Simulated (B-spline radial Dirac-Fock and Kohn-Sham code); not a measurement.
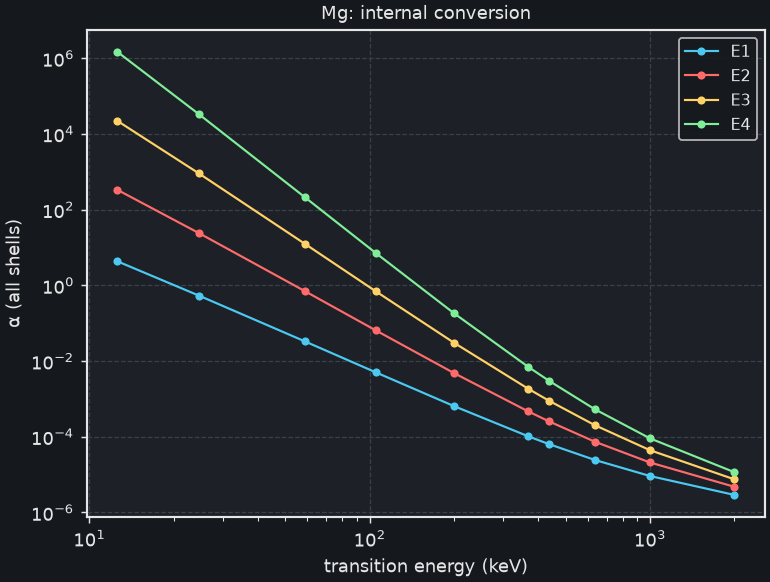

Total internal conversion coefficients against transition energy, at the marked points and joined by straight lines (also across edges). The total sums all shells and leaves out internal pair formation. System: magnesium (Z = 12). Method: a Dirac–Hartree–Slater potential of the neutral atom, no hole, surface-current nucleus (computed with a radial B-spline solver).

### Above what energy does an E1 transition emit more photons than conversion electrons?

Between 12.6 and 24.6 keV, where α drops through 1.
